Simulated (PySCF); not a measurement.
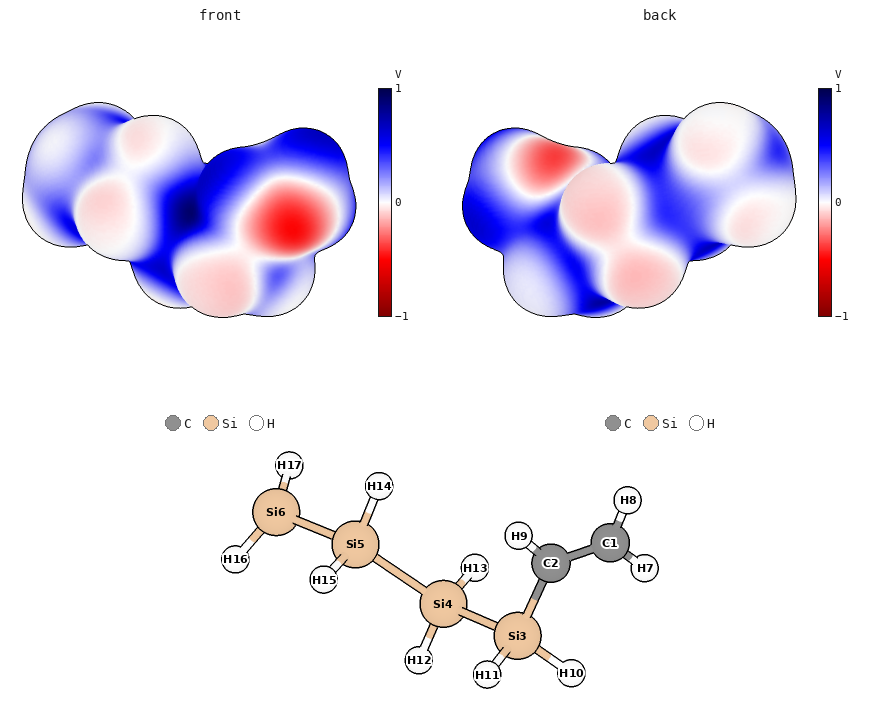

Figure. C2H11Si4 (doublet). The molecular electrostatic potential painted on the density surface at 0.001 e/bohr³, seen from the front and from behind; the colour scale runs from red (negative) to blue (positive). The bare structure is drawn below in the same view.

Geometry: GFN2-xTB.

Computed with UKS B3LYP, pcH-1 on C H Si, non-relativistic, mean-field spin-orbit, GIAO in PySCF 2.14.0, density-fitted response routines.

```csv
atom,x (Å),y (Å),z (Å)
C,-3.4457,-0.4561,0.9668
C,-2.3489,0.2832,0.9286
Si,-1.6276,1.0648,-0.6239
Si,0.3907,0.0241,-1.1160
Si,2.1130,0.0524,0.4544
Si,4.1801,-0.8448,0.1187
H,-4.0289,-0.6442,0.0789
H,-3.8213,-0.9054,1.8745
H,-1.8039,0.4390,1.8536
H,-2.6532,0.9982,-1.6750
H,-1.4167,2.4924,-0.3294
H,0.9404,0.5914,-2.3629
H,0.1632,-1.3899,-1.4739
H,1.6030,-0.5688,1.6950
H,2.3472,1.4613,0.8358
H,5.0625,-0.2882,-0.9144
H,4.3391,-2.2974,-0.0218
```

### Where is the surface potential most negative and most positive?

The most negative region (about −0.5 V) lies over the π face of C1 and C2, the most positive (about +0.8 V) over Si3 and Si5.
